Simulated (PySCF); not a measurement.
**C₃H₅ClOSi: NMR shifts at several levels of theory, part 1 of 2**

Aim: compute the NMR shifts of C₃H₅ClOSi (`C=C(C=O)[SiH2]Cl`) at several levels, and see how far they spread and what each costs.

Programs: PySCF 2.14.0, with density-fitted response routines of our own. Each step states its level of theory. These are calculated values for one molecule in the gas phase, unless marked as measured. Atoms count from 0, in the outputs and in this text.

**1. The starting structure**

11 atoms, charge 0, multiplicity 1; geometry from: PBE0-D3(BJ)/def2-SVP.

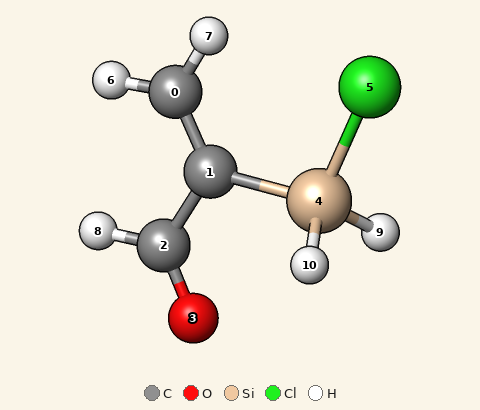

The starting geometry (carbon grey, oxygen red, silicon light orange, chlorine green, hydrogen white), atoms numbered.

**2. Shielding tensors: HF/pcSseg-2**

Job settings and geometry (Å):

```
{"job": {"kind": "nmr", "xc": "HF", "basis": "pcSseg-2", "pop": false}, "charge": 0, "multiplicity": 1}
C     -0.606038    -0.745062     1.262159
C     -0.308448    -0.042579     0.158853
C     -1.362222     0.697306    -0.558011
O     -1.133651     1.352679    -1.547350
Si     1.403667     0.110396    -0.608369
Cl     2.679727    -1.044647     0.556112
H     -1.632976    -0.782955     1.646776
H      0.158314    -1.301539     1.813591
H     -2.398564     0.619499    -0.139404
H      1.893083     1.512546    -0.573079
H      1.423349    -0.433578    -1.990497
```

Method: GIAO HF/pcSseg-2 NMR shielding, non-relativistic, gas phase.

Started as:

```sh
> OMP_NUM_THREADS=1 python probes_run.py task.json out
```

The driver reads the jobs from task.json and runs them one after another.

The program printed:

```text
final grid: 95368 points
cycle   1  E = -939.7702564078  dE =  9.340e-01  |g| = 7.860e-01  |ddm| = 2.472e+00
cycle   2  E = -939.8626526981  dE = -9.240e-02  |g| = 6.337e-01  |ddm| = 1.041e+00
cycle   3  E = -939.9349972886  dE = -7.234e-02  |g| = 8.383e-02  |ddm| = 4.773e-01
cycle   4  E = -939.9378313259  dE = -2.834e-03  |g| = 3.004e-02  |ddm| = 1.250e-01
cycle   5  E = -939.9381837855  dE = -3.525e-04  |g| = 8.504e-03  |ddm| = 5.167e-02
cycle   6  E = -939.9382443688  dE = -6.058e-05  |g| = 4.312e-03  |ddm| = 2.403e-02
cycle   7  E = -939.9382592399  dE = -1.487e-05  |g| = 1.432e-03  |ddm| = 1.370e-02
cycle   8  E = -939.9382607185  dE = -1.479e-06  |g| = 4.141e-04  |ddm| = 3.936e-03
cycle   9  E = -939.9382608206  dE = -1.021e-07  |g| = 1.044e-04  |ddm| = 9.462e-04
cycle  10  E = -939.9382608290  dE = -8.406e-09  |g| = 4.385e-05  |ddm| = 2.425e-04
cycle  11  E = -939.9382608299  dE = -8.909e-10  |g| = 1.237e-05  |ddm| = 8.786e-05
converged SCF energy = -939.9382608299

GIAO shielding tensors (ppm)
atom      isotropic    diamagn.    paramagn.     s11        s22        s33       span
  0 C       27.599     252.763    -225.164   -122.871     30.730    174.940    297.811
  1 C       40.316     255.897    -215.581    -71.852     32.763    160.037    231.889
  2 C      -11.360     245.937    -257.296   -113.145    -16.206     95.272    208.417
  3 O     -313.624     395.173    -708.796   -871.004   -444.200    374.332   1245.336
  4 Si     408.697     873.670    -464.973    378.945    403.870    443.277     64.332
  5 Cl    1038.952    1148.341    -109.389   1028.795   1034.600   1053.459     24.664
  6 H       24.469      30.624      -6.155     20.959     24.493     27.955      6.996
  7 H       24.203      31.286      -7.083     19.846     22.429     30.332     10.486
  8 H       22.307      28.683      -6.376     20.757     21.815     24.350      3.593
  9 H       26.741      28.746      -2.005     22.748     25.472     32.004      9.255
 10 H       26.745      28.788      -2.043     22.724     25.507     32.005      9.281
```

Run time: 23 s. Hardware: 1 thread of Arm Neoverse V1, shared host; peak memory 1.2 GiB.

The references, computed at this level on geometries of the same kind, shield at (ppm): 1H TMS 31.68, 13C TMS 191.5, 29Si TMS 383.0, 17O H2O 326.3, 35Cl HCl 945. Their shielding less the atom's gives the shift. The references are single molecules in the gas phase, so shifts against H2O, NH3, PH3, H3PO4 or CFCl3 are not on the usual liquid scales and can be off by tens of ppm. Atoms listed in one row are averaged.

```
  atoms                               environment  σ (ppm)  δ (ppm)
     C2                  aldehyde carbonyl carbon    -11.4    202.8
     C0                β carbon of a C=C–C=O unit     27.6    163.9
     C1                α carbon of a C=C–C=O unit     40.3    151.2
     H8   hydrogen on an aldehyde carbonyl carbon    22.31     9.37
     H7  hydrogen on a β carbon of a C=C–C=O unit    24.20     7.48
     H6  hydrogen on a β carbon of a C=C–C=O unit    24.47     7.21
H9, H10     hydrogen on a silicon bonded to C, Cl    26.74     4.94
     O3                           aldehyde oxygen   -313.6    640.0
    Si4              silicon bonded to C, Cl, 2 H    408.7    -25.7
    Cl5                     chlorine bonded to Si     1039      -94
```

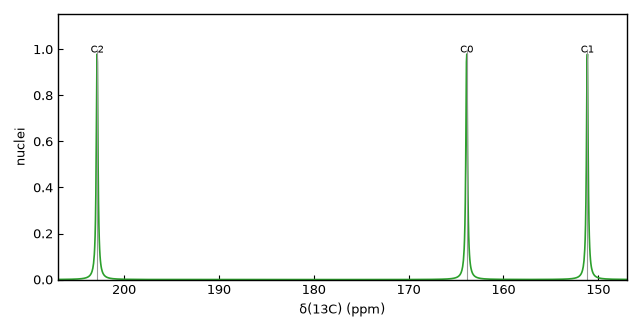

13C lines at the computed shifts, without couplings. Lines are broadened to a width of 0.21 ppm (Lorentzian).

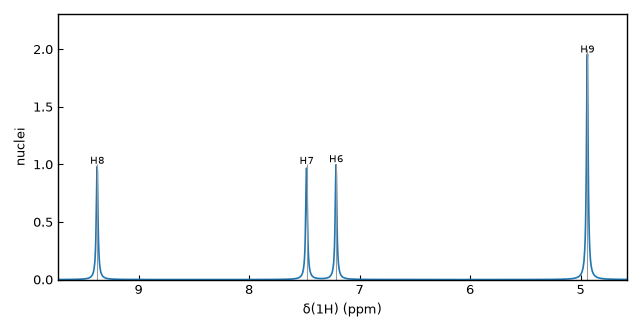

1H lines at the computed shifts, without couplings. Lines are broadened to a width of 0.02 ppm (Lorentzian).

**3. Shielding tensors: LDA/pcSseg-2**

Same as in step 2 but for these lines:

```diff
@@ -1,2 +1,2 @@
-{"job": {"kind": "nmr", "xc": "HF", "basis": "pcSseg-2", "pop": false}, "charge": 0, "multiplicity": 1}
+{"job": {"kind": "nmr", "xc": "LDA", "basis": "pcSseg-2", "pop": false}, "charge": 0, "multiplicity": 1}
 C     -0.606038    -0.745062     1.262159
```

With the program's defaults for keys left out, this is: GIAO LDA/pcSseg-2 NMR shielding, non-relativistic, gas phase.

The program printed:

```text
coarse grid: 10696 points
cycle   1  E = -937.9866122950  dE =  5.630e-01  |g| = 8.671e-01  |ddm| = 2.756e+00
cycle   2  E = -936.7669945513  dE =  1.220e+00  |g| = 2.414e+00  |ddm| = 7.409e+00
cycle   3  E = -938.0809006949  dE = -1.314e+00  |g| = 4.549e-01  |ddm| = 7.019e+00
cycle   4  E = -938.1230816842  dE = -4.218e-02  |g| = 2.114e-01  |ddm| = 5.581e-01
cycle   5  E = -938.1315423543  dE = -8.461e-03  |g| = 1.231e-01  |ddm| = 2.504e-01
cycle   6  E = -938.1353498247  dE = -3.807e-03  |g| = 3.154e-02  |ddm| = 1.119e-01
cycle   7  E = -938.1355965028  dE = -2.467e-04  |g| = 9.620e-03  |ddm| = 3.309e-02
cycle   8  E = -938.1356173712  dE = -2.087e-05  |g| = 1.974e-03  |ddm| = 1.153e-02
cycle   9  E = -938.1356182101  dE = -8.389e-07  |g| = 8.740e-04  |ddm| = 4.592e-03
final grid: 95368 points
cycle  10  E = -938.1274414641  dE = -4.755e-05  |g| = 3.895e-03  |ddm| = 3.213e-02
cycle  11  E = -938.1274335936  dE =  7.870e-06  |g| = 7.177e-03  |ddm| = 1.380e-02
cycle  12  E = -938.1274435760  dE = -9.982e-06  |g| = 2.442e-03  |ddm| = 9.717e-03
cycle  13  E = -938.1274446723  dE = -1.096e-06  |g| = 6.363e-04  |ddm| = 2.105e-03
cycle  14  E = -938.1274447738  dE = -1.015e-07  |g| = 1.697e-04  |ddm| = 8.690e-04
cycle  15  E = -938.1274447807  dE = -6.809e-09  |g| = 7.087e-05  |ddm| = 2.398e-04
cycle  16  E = -938.1274447817  dE = -1.071e-09  |g| = 2.267e-05  |ddm| = 6.025e-05
cycle  17  E = -938.1274447819  dE = -1.392e-10  |g| = 3.569e-06  |ddm| = 1.911e-05
converged SCF energy = -938.1274447819

GIAO shielding tensors (ppm)
atom      isotropic    diamagn.    paramagn.     s11        s22        s33       span
  0 C       10.602     252.173    -241.571   -121.290    -14.882    167.977    289.267
  1 C       12.048     258.126    -246.078    -81.688    -12.740    130.572    212.260
  2 C      -33.212     245.222    -278.435   -107.265    -54.303     61.931    169.196
  3 O     -372.436     395.294    -767.729  -1029.736   -415.486    327.916   1357.652
  4 Si     320.456     877.676    -557.219    260.840    310.414    390.115    129.274
  5 Cl     995.817    1147.989    -152.173    977.769   1000.207   1009.474     31.705
  6 H       23.517      30.297      -6.780     20.186     24.394     25.970      5.783
  7 H       23.261      30.832      -7.571     17.493     22.659     29.632     12.138
  8 H       20.485      28.397      -7.911     19.330     19.471     22.654      3.324
  9 H       24.938      27.660      -2.722     21.023     23.705     30.087      9.063
 10 H       24.942      27.687      -2.745     21.007     23.722     30.097      9.090
```

It took 47 s on 1 thread of Arm Neoverse V1, shared host; peak memory 1.1 GiB.

In short: δ C2 213.5, C0 169.7, C1 168.2, O3 706.8, H8 10.29, H7 7.51 ppm.

**4. NMR shieldings: PBE/pcSseg-2**

Same as in step 3 but for these lines:

```diff
@@ -1,2 +1,2 @@
-{"job": {"kind": "nmr", "xc": "LDA", "basis": "pcSseg-2", "pop": false}, "charge": 0, "multiplicity": 1}
+{"job": {"kind": "nmr", "xc": "PBE", "basis": "pcSseg-2", "pop": false}, "charge": 0, "multiplicity": 1}
 C     -0.606038    -0.745062     1.262159
```

With the program's defaults for keys left out, this is: GIAO PBE/pcSseg-2 NMR shielding, non-relativistic, gas phase.

The program printed:

```text
coarse grid: 10696 points
cycle   1  E = -941.6543099490  dE =  5.781e-01  |g| = 8.590e-01  |ddm| = 2.573e+00
cycle   2  E = -940.4518945864  dE =  1.202e+00  |g| = 2.397e+00  |ddm| = 7.224e+00
cycle   3  E = -941.7518819662  dE = -1.300e+00  |g| = 4.335e-01  |ddm| = 6.857e+00
cycle   4  E = -941.7903615366  dE = -3.848e-02  |g| = 2.053e-01  |ddm| = 5.378e-01
cycle   5  E = -941.7983560057  dE = -7.994e-03  |g| = 1.209e-01  |ddm| = 2.410e-01
cycle   6  E = -941.8020404916  dE = -3.684e-03  |g| = 2.821e-02  |ddm| = 1.044e-01
cycle   7  E = -941.8022394313  dE = -1.989e-04  |g| = 8.679e-03  |ddm| = 3.006e-02
cycle   8  E = -941.8022568065  dE = -1.738e-05  |g| = 1.880e-03  |ddm| = 1.030e-02
cycle   9  E = -941.8022576137  dE = -8.072e-07  |g| = 7.720e-04  |ddm| = 4.234e-03
final grid: 95368 points
cycle  10  E = -941.8112553629  dE = -6.273e-05  |g| = 1.523e-02  |ddm| = 4.351e-02
cycle  11  E = -941.8109077170  dE =  3.476e-04  |g| = 4.352e-02  |ddm| = 3.830e-02
cycle  12  E = -941.8112936593  dE = -3.859e-04  |g| = 5.759e-03  |ddm| = 3.681e-02
cycle  13  E = -941.8113004786  dE = -6.819e-06  |g| = 1.753e-03  |ddm| = 8.854e-03
cycle  14  E = -941.8113011083  dE = -6.297e-07  |g| = 7.629e-04  |ddm| = 1.748e-03
cycle  15  E = -941.8113012661  dE = -1.578e-07  |g| = 1.449e-04  |ddm| = 5.892e-04
cycle  16  E = -941.8113012718  dE = -5.756e-09  |g| = 3.907e-05  |ddm| = 1.843e-04
cycle  17  E = -941.8113012721  dE = -3.306e-10  |g| = 8.665e-06  |ddm| = 3.708e-05
converged SCF energy = -941.8113012721

GIAO shielding tensors (ppm)
atom      isotropic    diamagn.    paramagn.     s11        s22        s33       span
  0 C       16.893     252.862    -235.969   -112.198     -2.484    165.362    277.560
  1 C       19.450     258.251    -238.801    -72.396     -2.886    133.631    206.027
  2 C      -25.192     245.727    -270.919   -102.487    -37.494     64.407    166.894
  3 O     -347.901     395.542    -743.444   -966.234   -401.624    324.155   1290.388
  4 Si     343.728     877.229    -533.501    289.284    336.170    405.730    116.446
  5 Cl     996.530    1148.389    -151.859    983.234   1001.287   1005.069     21.835
  6 H       24.038      30.593      -6.555     20.727     24.854     26.533      5.807
  7 H       23.804      31.202      -7.398     18.322     23.077     30.013     11.691
  8 H       20.969      28.389      -7.419     19.844     20.059     23.005      3.161
  9 H       25.584      28.469      -2.885     21.697     24.357     30.699      9.003
 10 H       25.589      28.496      -2.907     21.681     24.376     30.709      9.028
```

It took 54 s on 1 thread of Arm Neoverse V1, shared host; peak memory 1 GiB.

In short: δ C2 204.6, C0 162.5, C1 159.9, O3 675.8, H8 10.21, H7 7.37 ppm.

**5. Shielding tensors: BLYP/pcSseg-2**

Same as in step 4 but for these lines:

```diff
@@ -1,2 +1,2 @@
-{"job": {"kind": "nmr", "xc": "PBE", "basis": "pcSseg-2", "pop": false}, "charge": 0, "multiplicity": 1}
+{"job": {"kind": "nmr", "xc": "BLYP", "basis": "pcSseg-2", "pop": false}, "charge": 0, "multiplicity": 1}
 C     -0.606038    -0.745062     1.262159
```

Method: GIAO BLYP/pcSseg-2 NMR shielding, non-relativistic, gas phase.

The program printed:

```text
coarse grid: 10696 points
cycle   1  E = -942.1416219267  dE =  5.819e-01  |g| = 9.281e-01  |ddm| = 2.522e+00
cycle   2  E = -940.6800679940  dE =  1.462e+00  |g| = 2.600e+00  |ddm| = 8.126e+00
cycle   3  E = -942.2483649749  dE = -1.568e+00  |g| = 4.825e-01  |ddm| = 7.814e+00
cycle   4  E = -942.2942471752  dE = -4.588e-02  |g| = 2.478e-01  |ddm| = 6.277e-01
cycle   5  E = -942.3062981519  dE = -1.205e-02  |g| = 1.382e-01  |ddm| = 2.710e-01
cycle   6  E = -942.3109693816  dE = -4.671e-03  |g| = 3.385e-02  |ddm| = 1.175e-01
cycle   7  E = -942.3112657544  dE = -2.964e-04  |g| = 1.000e-02  |ddm| = 3.741e-02
cycle   8  E = -942.3112889613  dE = -2.321e-05  |g| = 2.207e-03  |ddm| = 1.182e-02
cycle   9  E = -942.3112899937  dE = -1.032e-06  |g| = 9.095e-04  |ddm| = 4.859e-03
final grid: 95368 points
cycle  10  E = -942.3212653618  dE = -6.017e-05  |g| = 7.273e-03  |ddm| = 4.041e-02
cycle  11  E = -942.3212256517  dE =  3.971e-05  |g| = 1.479e-02  |ddm| = 1.925e-02
cycle  12  E = -942.3212738316  dE = -4.818e-05  |g| = 4.798e-03  |ddm| = 1.398e-02
cycle  13  E = -942.3212783294  dE = -4.498e-06  |g| = 7.831e-04  |ddm| = 5.738e-03
cycle  14  E = -942.3212784064  dE = -7.699e-08  |g| = 4.683e-04  |ddm| = 1.059e-03
cycle  15  E = -942.3212784577  dE = -5.129e-08  |g| = 1.572e-04  |ddm| = 3.968e-04
cycle  16  E = -942.3212784647  dE = -7.007e-09  |g| = 3.895e-05  |ddm| = 1.929e-04
cycle  17  E = -942.3212784650  dE = -3.295e-10  |g| = 7.540e-06  |ddm| = 3.359e-05
converged SCF energy = -942.3212784650

GIAO shielding tensors (ppm)
atom      isotropic    diamagn.    paramagn.     s11        s22        s33       span
  0 C       14.062     251.340    -237.278   -114.756     -3.578    160.519    275.274
  1 C       14.194     257.738    -243.544    -78.078     -9.532    130.192    208.270
  2 C      -29.109     244.257    -273.366   -108.181    -38.739     59.593    167.774
  3 O     -344.998     395.263    -740.261   -951.759   -404.175    320.939   1272.698
  4 Si     333.334     876.547    -543.213    280.150    325.944    393.908    113.759
  5 Cl     985.563    1148.699    -163.136    969.777    988.166    998.747     28.970
  6 H       24.364      30.938      -6.574     21.105     25.167     26.819      5.713
  7 H       24.125      31.437      -7.312     18.805     23.351     30.219     11.414
  8 H       21.227      28.710      -7.483     20.077     20.348     23.255      3.177
  9 H       25.886      28.491      -2.605     22.026     24.683     30.950      8.924
 10 H       25.891      28.517      -2.625     22.011     24.703     30.959      8.948
```

It took 54 s on 1 thread of Arm Neoverse V1, shared host; peak memory 1 GiB.

This run: δ C2 204.1, C0 160.9, C1 160.8, O3 670.2, H8 10.15, H7 7.25 ppm.

**6. Nuclear shieldings: BP86/pcSseg-2**

Same as in step 5 but for these lines:

```diff
@@ -1,2 +1,2 @@
-{"job": {"kind": "nmr", "xc": "BLYP", "basis": "pcSseg-2", "pop": false}, "charge": 0, "multiplicity": 1}
+{"job": {"kind": "nmr", "xc": "BP86", "basis": "pcSseg-2", "pop": false}, "charge": 0, "multiplicity": 1}
 C     -0.606038    -0.745062     1.262159
```

With the program's defaults for keys left out, this is: GIAO BP86/pcSseg-2 NMR shielding, non-relativistic, gas phase.

The program printed:

```text
coarse grid: 10696 points
cycle   1  E = -942.2922746898  dE =  5.814e-01  |g| = 8.728e-01  |ddm| = 2.556e+00
cycle   2  E = -941.0738071045  dE =  1.218e+00  |g| = 2.410e+00  |ddm| = 6.521e+00
cycle   3  E = -942.3942534149  dE = -1.320e+00  |g| = 4.316e-01  |ddm| = 6.172e+00
cycle   4  E = -942.4320605707  dE = -3.781e-02  |g| = 2.082e-01  |ddm| = 5.342e-01
cycle   5  E = -942.4404212585  dE = -8.361e-03  |g| = 1.200e-01  |ddm| = 2.434e-01
cycle   6  E = -942.4440599096  dE = -3.639e-03  |g| = 2.830e-02  |ddm| = 1.035e-01
cycle   7  E = -942.4442620453  dE = -2.021e-04  |g| = 8.622e-03  |ddm| = 2.984e-02
cycle   8  E = -942.4442792751  dE = -1.723e-05  |g| = 1.814e-03  |ddm| = 1.004e-02
cycle   9  E = -942.4442799927  dE = -7.176e-07  |g| = 7.870e-04  |ddm| = 4.084e-03
final grid: 95368 points
cycle  10  E = -942.4528940190  dE = -6.972e-05  |g| = 7.850e-03  |ddm| = 4.213e-02
cycle  11  E = -942.4528443509  dE =  4.967e-05  |g| = 1.666e-02  |ddm| = 1.405e-02
cycle  12  E = -942.4528969959  dE = -5.265e-05  |g| = 5.378e-03  |ddm| = 1.560e-02
cycle  13  E = -942.4529027158  dE = -5.720e-06  |g| = 1.105e-03  |ddm| = 5.971e-03
cycle  14  E = -942.4529028722  dE = -1.564e-07  |g| = 4.270e-04  |ddm| = 1.171e-03
cycle  15  E = -942.4529029151  dE = -4.293e-08  |g| = 1.159e-04  |ddm| = 3.392e-04
cycle  16  E = -942.4529029190  dE = -3.951e-09  |g| = 3.226e-05  |ddm| = 1.477e-04
cycle  17  E = -942.4529029193  dE = -2.381e-10  |g| = 6.757e-06  |ddm| = 2.825e-05
converged SCF energy = -942.4529029193

GIAO shielding tensors (ppm)
atom      isotropic    diamagn.    paramagn.     s11        s22        s33       span
  0 C       17.359     252.296    -234.938   -111.213     -1.452    164.742    275.955
  1 C       19.812     258.565    -238.753    -71.440     -2.071    132.948    204.388
  2 C      -24.548     245.528    -270.075   -101.762    -36.627     64.745    166.507
  3 O     -342.730     394.296    -737.027   -953.755   -399.942    325.506   1279.261
  4 Si     342.369     877.189    -534.819    288.139    335.264    403.706    115.567
  5 Cl     996.481    1148.505    -152.024    983.478   1000.984   1004.983     21.505
  6 H       24.119      30.595      -6.477     20.826     24.907     26.623      5.798
  7 H       23.879      31.173      -7.294     18.464     23.130     30.043     11.579
  8 H       21.062      28.505      -7.443     19.944     20.135     23.108      3.164
  9 H       25.657      28.406      -2.749     21.774     24.434     30.762      8.988
 10 H       25.661      28.432      -2.771     21.758     24.453     30.772      9.014
```

Wall time 54 s (1 thread of Arm Neoverse V1, shared host); peak memory 1 GiB.

Key values: δ C2 203.7, C0 161.8, C1 159.4, O3 668.8, H8 10.17, H7 7.35 ppm.

**7. Shielding tensors: OPBE/pcSseg-2**

Same as in step 6 but for these lines:

```diff
@@ -1,2 +1,2 @@
-{"job": {"kind": "nmr", "xc": "BP86", "basis": "pcSseg-2", "pop": false}, "charge": 0, "multiplicity": 1}
+{"job": {"kind": "nmr", "xc": "OPBE", "basis": "pcSseg-2", "pop": false}, "charge": 0, "multiplicity": 1}
 C     -0.606038    -0.745062     1.262159
```

Level: GIAO OPBE/pcSseg-2 NMR shielding, non-relativistic, gas phase.

The program printed:

```text
coarse grid: 10696 points
cycle   1  E = -942.0779440092  dE =  5.678e-01  |g| = 8.099e-01  |ddm| = 2.654e+00
cycle   2  E = -941.0352786891  dE =  1.043e+00  |g| = 2.237e+00  |ddm| = 6.505e+00
cycle   3  E = -942.1760845794  dE = -1.141e+00  |g| = 3.767e-01  |ddm| = 6.120e+00
cycle   4  E = -942.2056508042  dE = -2.957e-02  |g| = 1.832e-01  |ddm| = 4.770e-01
cycle   5  E = -942.2120968171  dE = -6.446e-03  |g| = 1.090e-01  |ddm| = 2.218e-01
cycle   6  E = -942.2151635823  dE = -3.067e-03  |g| = 2.232e-02  |ddm| = 8.867e-02
cycle   7  E = -942.2152853848  dE = -1.218e-04  |g| = 7.257e-03  |ddm| = 2.349e-02
cycle   8  E = -942.2152980978  dE = -1.271e-05  |g| = 1.573e-03  |ddm| = 8.406e-03
cycle   9  E = -942.2152986713  dE = -5.735e-07  |g| = 6.794e-04  |ddm| = 3.511e-03
final grid: 95368 points
cycle  10  E = -942.2131026334  dE = -2.117e-04  |g| = 3.222e-02  |ddm| = 9.306e-02
cycle  11  E = -942.2119870348  dE =  1.116e-03  |g| = 7.852e-02  |ddm| = 8.379e-02
cycle  12  E = -942.2132145757  dE = -1.228e-03  |g| = 1.609e-02  |ddm| = 7.766e-02
cycle  13  E = -942.2132659517  dE = -5.138e-05  |g| = 3.314e-03  |ddm| = 1.790e-02
cycle  14  E = -942.2132684571  dE = -2.505e-06  |g| = 1.352e-03  |ddm| = 3.570e-03
cycle  15  E = -942.2132689496  dE = -4.925e-07  |g| = 2.632e-04  |ddm| = 1.352e-03
cycle  16  E = -942.2132689686  dE = -1.899e-08  |g| = 7.391e-05  |ddm| = 5.157e-04
cycle  17  E = -942.2132689700  dE = -1.400e-09  |g| = 1.552e-05  |ddm| = 1.236e-04
cycle  18  E = -942.2132689700  dE = -5.957e-11  |g| = 5.316e-06  |ddm| = 2.736e-05
converged SCF energy = -942.2132689700

GIAO shielding tensors (ppm)
atom      isotropic    diamagn.    paramagn.     s11        s22        s33       span
  0 C       26.380     256.324    -229.944    -99.396      8.732    169.803    269.198
  1 C       32.939     258.021    -225.082    -56.462     13.730    141.550    198.013
  2 C      -13.015     248.807    -261.822    -88.863    -23.683     73.502    162.365
  3 O     -322.872     397.982    -720.853   -919.764   -378.646    329.795   1249.559
  4 Si     372.738     878.137    -505.399    322.671    365.806    429.739    107.068
  5 Cl    1007.735    1149.089    -141.354    994.146   1012.539   1016.521     22.375
  6 H       23.974      30.464      -6.490     20.675     24.733     26.514      5.839
  7 H       23.744      31.148      -7.404     18.348     22.918     29.964     11.616
  8 H       21.007      27.972      -6.965     19.874     20.166     22.979      3.106
  9 H       25.700      29.209      -3.509     21.817     24.472     30.810      8.993
 10 H       25.704      29.238      -3.534     21.801     24.491     30.820      9.019
```

Wall time 57 s (1 thread of Arm Neoverse V1, shared host); peak memory 1 GiB.

This run: δ C2 197.4, C0 158.0, C1 151.5, O3 652.1, H8 10.19, H7 7.46 ppm.

(Continued in part 2 of 2.)
